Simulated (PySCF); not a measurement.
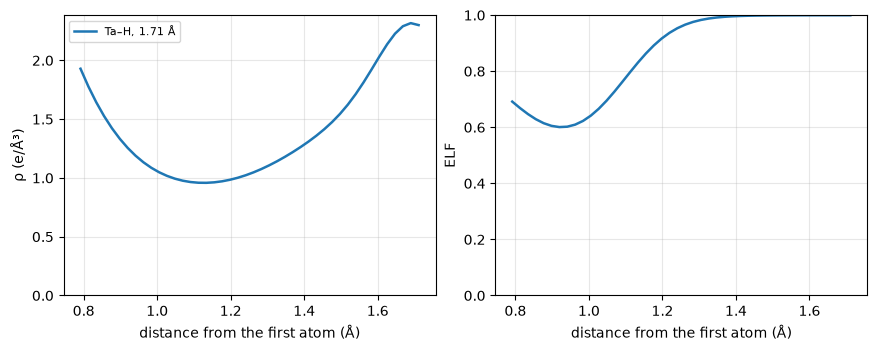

Figure. H₄Ta (charge +1). Electron density and ELF along straight lines between neighbouring atoms. The curves leave out the atomic cores.

Core potentials replace the inner electrons of Ta.

Theory: RKS r2SCAN, Ta def2-SVP with ECP60, H def2-SVP; non-relativistic Hamiltonian with scalar-relativistic core potentials where named; density fitting (PySCF).

```xyz
5

Ta   -0.0816    0.0590   -0.7495
H     1.4797   -0.0566   -0.0575
H     0.1040    1.3214    0.3907
H    -1.3127   -0.0890    0.4305
H     0.0564   -1.4805   -0.0143
```

What can be read from the curves?

Answer. Ta–H (1.71 Å): ρ at the midpoint is about 1.5 e/Å³; the ELF climbs to about 1 towards the hydrogen.
